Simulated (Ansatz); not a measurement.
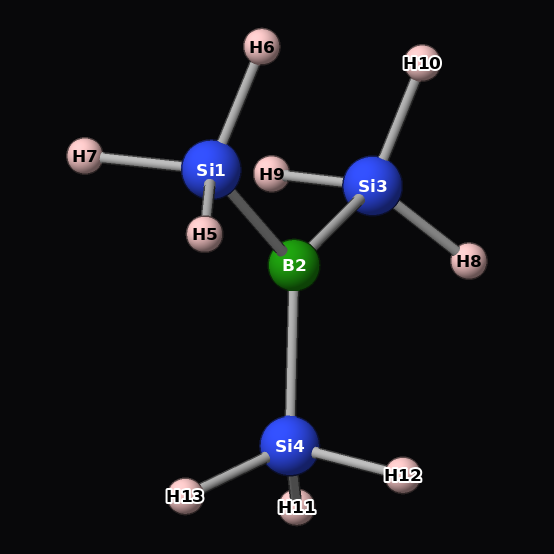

The questions are on Mulliken charges. The geometry was computed by an optimisation with PBE0-D4/def2-TZVP. Properties computed with RKS PBE0-D4/def2-TZVP (Ansatz 0.2.0).

### Which atom carries the highest charge (most positive or least negative)?

B2 (0.12 e).

### And the lowest?

H6, H10 (−0.02 e).

Give the Mulliken charges atom by atom.

| atom | value (e) |
| --- | --- |
| Si1 | 0.00 |
| B2 | 0.12 |
| Si3 | 0.00 |
| Si4 | 0.00 |
| H5 | −0.01 |
| H6 | −0.02 |
| H7 | −0.01 |
| H8 | −0.01 |
| H9 | −0.01 |
| H10 | −0.02 |
| H11 | −0.01 |
| H12 | −0.01 |
| H13 | −0.01 |

Mulliken values depend strongly on the basis set and can even reverse the polarity of a bond.
